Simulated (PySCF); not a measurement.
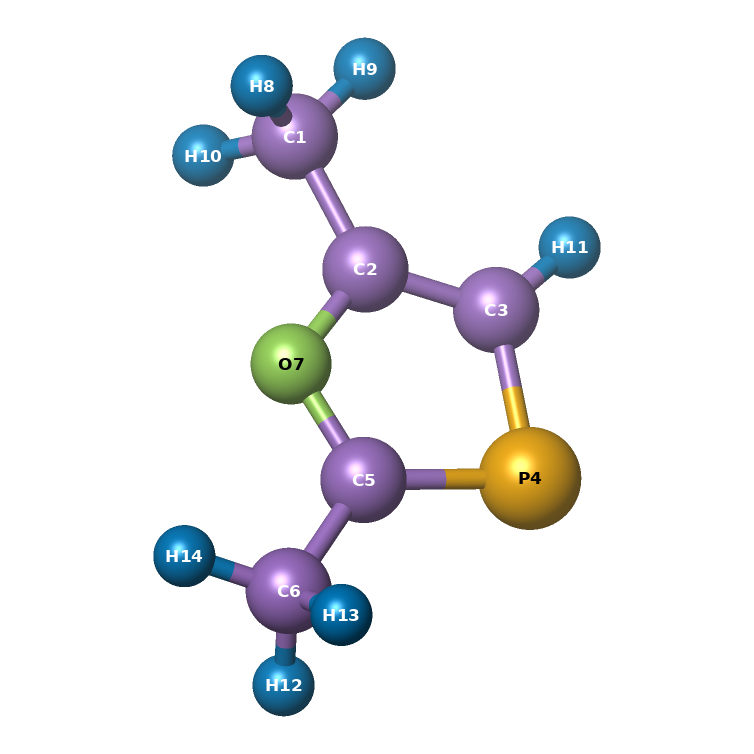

The computed structure is the end point of a GFN2-xTB optimisation. No frequency run is at hand to confirm it as a minimum. Electric field gradients from the ground-state density, PBE0/pcSseg-1 (PySCF 2.14.0), non-relativistic apart from any core potentials.

Give the largest field-gradient component, the quadrupole coupling constant and the asymmetry for 17O at O7 (Q = −25.6 mb).

| atom | V_zz (a.u.) | e²qQ/h (MHz) | η |
| --- | --- | --- | --- |
| O7 | 1.418 | −8.53 | 0.07 |

The geometry is semi-empirical. Around P such bond lengths and angles can be off by a tenth of an ångström or more and by several degrees, and values that hang on the shape move with them.
